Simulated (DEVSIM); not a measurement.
System: Ti/SiON/SiO2/n-Si capacitor, at 400 K.

| layer (left to right) | material | thickness (nm) | Nd (cm⁻³) |
|---|---|---|---|
| 1 | SiON | 2.80 | - |
| 2 | SiO2 | 0.760 | - |
| 3 | Si | 1700 | 1.2e17 |

Metal gate on the left, work function 4.33 eV. Fixed charge at the semiconductor interface 0 cm⁻² (in units of +e); interface traps 1e12 cm⁻² eV⁻¹, uniform in energy, neutral level at 0.7 of the gap above the valence band.

Constants are typed, rounded textbook-type inputs, not results; the design itself was drawn at random and stands for no fabricated device. Values at 300 K; Nc and Nv go as T^1.5, mobilities as T to minus their exponent, the gap by Varshni's rule with the affinity fixed.

| parameter | SiON | SiO2 | Si |
|---|---|---|---|
| gap (eV) | 7 | 9 | 1.124 |
| affinity (eV) | 1.4 | 0.9 | 4.05 |
| permittivity | 5.5 | 3.9 | 11.7 |
| Nc (cm⁻³) | - | - | 2.86e19 |
| Nv (cm⁻³) | - | - | 3.1e19 |
| Varshni α (eV/K) | - | - | 0.000473 |
| Varshni β (K) | - | - | 636 |

Simulated with DEVSIM: 1D Poisson equation in equilibrium, Boltzmann statistics, complete ionisation; no quantum confinement or tunnelling. Metal contacts follow the ideal Schottky-Mott rule: no Fermi-level pinning, no interface dipoles.

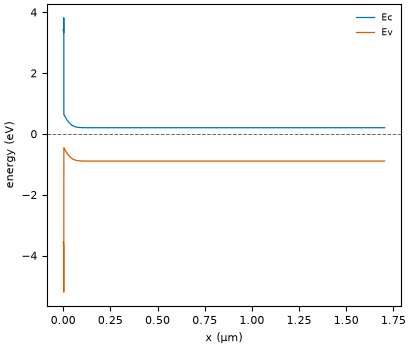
Fig. 1. Band edges at -0.5 V on the gate

Energies count from the Fermi level of the right contact; mesh points crowd at the junctions.

```json
[
 {"x (μm)": "0.000", "Ec (eV)": "3.430", "Ev (eV)": "-3.570", "n (cm⁻³)": "< 1e2", "p (cm⁻³)": "< 1e2", "field (V/cm)": "-360000"},
 {"x (μm)": "0.0008827", "Ec (eV)": "3.398", "Ev (eV)": "-3.602", "n (cm⁻³)": "< 1e2", "p (cm⁻³)": "< 1e2", "field (V/cm)": "-360000"},
 {"x (μm)": "0.001812", "Ec (eV)": "3.364", "Ev (eV)": "-3.636", "n (cm⁻³)": "< 1e2", "p (cm⁻³)": "< 1e2", "field (V/cm)": "-360000"},
 {"x (μm)": "0.002745", "Ec (eV)": "3.330", "Ev (eV)": "-3.670", "n (cm⁻³)": "< 1e2", "p (cm⁻³)": "< 1e2", "field (V/cm)": "-360000"},
 {"x (μm)": "0.003364", "Ec (eV)": "3.800", "Ev (eV)": "-5.200", "n (cm⁻³)": "< 1e2", "p (cm⁻³)": "< 1e2", "field (V/cm)": "-510000"},
 {"x (μm)": "0.004329", "Ec (eV)": "0.631", "Ev (eV)": "-0.466", "n (cm⁻³)": "5.0e11", "p (cm⁻³)": "6.5e13", "field (V/cm)": "-120000"},
 {"x (μm)": "0.006328", "Ec (eV)": "0.607", "Ev (eV)": "-0.489", "n (cm⁻³)": "9.9e11", "p (cm⁻³)": "3.3e13", "field (V/cm)": "-120000"},
 {"x (μm)": "0.01289", "Ec (eV)": "0.534", "Ev (eV)": "-0.562", "n (cm⁻³)": "8.2e12", "p (cm⁻³)": "3.9e12", "field (V/cm)": "-100000"},
 {"x (μm)": "0.02375", "Ec (eV)": "0.431", "Ev (eV)": "-0.665", "n (cm⁻³)": "1.6e14", "p (cm⁻³)": "2.0e11", "field (V/cm)": "-85000"},
 {"x (μm)": "0.04588", "Ec (eV)": "0.289", "Ev (eV)": "-0.808", "n (cm⁻³)": "1.0e16", "p (cm⁻³)": "3.2e9", "field (V/cm)": "-45000"},
 {"x (μm)": "0.09092", "Ec (eV)": "0.208", "Ev (eV)": "-0.888", "n (cm⁻³)": "1.1e17", "p (cm⁻³)": "3.1e8", "field (V/cm)": "-3300"},
 {"x (μm)": "0.2387", "Ec (eV)": "0.204", "Ev (eV)": "-0.893", "n (cm⁻³)": "1.2e17", "p (cm⁻³)": "2.7e8", "field (V/cm)": "≈ 0"},
 {"x (μm)": "0.4834", "Ec (eV)": "0.204", "Ev (eV)": "-0.893", "n (cm⁻³)": "1.2e17", "p (cm⁻³)": "2.7e8", "field (V/cm)": "≈ 0"},
 {"x (μm)": "0.9614", "Ec (eV)": "0.204", "Ev (eV)": "-0.893", "n (cm⁻³)": "1.2e17", "p (cm⁻³)": "2.7e8", "field (V/cm)": "≈ 0"},
 {"x (μm)": "1.417", "Ec (eV)": "0.204", "Ev (eV)": "-0.893", "n (cm⁻³)": "1.2e17", "p (cm⁻³)": "2.7e8", "field (V/cm)": "≈ 0"},
 {"x (μm)": "1.568", "Ec (eV)": "0.204", "Ev (eV)": "-0.893", "n (cm⁻³)": "1.2e17", "p (cm⁻³)": "2.7e8", "field (V/cm)": "≈ 0"},
 {"x (μm)": "1.637", "Ec (eV)": "0.204", "Ev (eV)": "-0.893", "n (cm⁻³)": "1.2e17", "p (cm⁻³)": "2.7e8", "field (V/cm)": "≈ 0"},
 {"x (μm)": "1.672", "Ec (eV)": "0.204", "Ev (eV)": "-0.893", "n (cm⁻³)": "1.2e17", "p (cm⁻³)": "2.7e8", "field (V/cm)": "≈ 0"},
 {"x (μm)": "1.692", "Ec (eV)": "0.204", "Ev (eV)": "-0.893", "n (cm⁻³)": "1.2e17", "p (cm⁻³)": "2.7e8", "field (V/cm)": "≈ 0"},
 {"x (μm)": "1.698", "Ec (eV)": "0.204", "Ev (eV)": "-0.893", "n (cm⁻³)": "1.2e17", "p (cm⁻³)": "2.7e8", "field (V/cm)": "≈ 0"},
 {"x (μm)": "1.702", "Ec (eV)": "0.204", "Ev (eV)": "-0.893", "n (cm⁻³)": "1.2e17", "p (cm⁻³)": "2.7e8", "field (V/cm)": "≈ 0"},
 {"x (μm)": "1.704", "Ec (eV)": "0.204", "Ev (eV)": "-0.893", "n (cm⁻³)": "1.2e17", "p (cm⁻³)": "2.7e8", "field (V/cm)": "≈ 0"}
]
```
